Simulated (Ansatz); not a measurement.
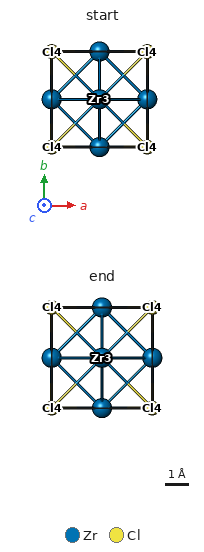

The structure of a crystal of Zr3Cl (built on the Cu3Au (L1_2)_221 type) (coarse preliminary run) before (top) and after (bottom) a relaxation, at one scale.

Style: ball-and-stick. Shown: the cell of the calculation, along the c axis.

Case: Cu3Au (L1_2) type (Pm-3m, No. 221).

Computed with Ansatz, DFT PBE, scalar-relativistic, plane waves, PAW. Settings: plane-wave cutoff 420 eV; k-point mesh 4 × 4 × 4; occupations gaussian; smearing width 0.1 eV; no spin polarisation; cell and atoms relaxed; force threshold 0.04 eV/Å; at most 70 steps.

### Describe what moved and what it gained.

After 2 accepted moves (3 points after the start) the energy has fallen by 126 meV per atom. All forces vanish by symmetry, so only the cell relaxes. Pressure: 14.95 GPa at the start and 0.30 GPa at the end. At 1 point the geometry stayed and the basis and grid were re-selected for the new cell (energy shift of 0.5 meV per atom at most each time). No atom moves by more than 0.005 Å relative to the cell. The drawn cell changes as follows: a = b = c 4.178 → 4.398 Å (+5.3 %); the volume changes by +16.6 %. Some distances before and after: Cl–Zr 2.954 → 3.110 Å, Zr–Zr 2.954 → 3.110 Å. The space group stays Pm-3m (No. 221).

Limits of the set-up: the k-point mesh is coarse for a cell with partly filled bands.
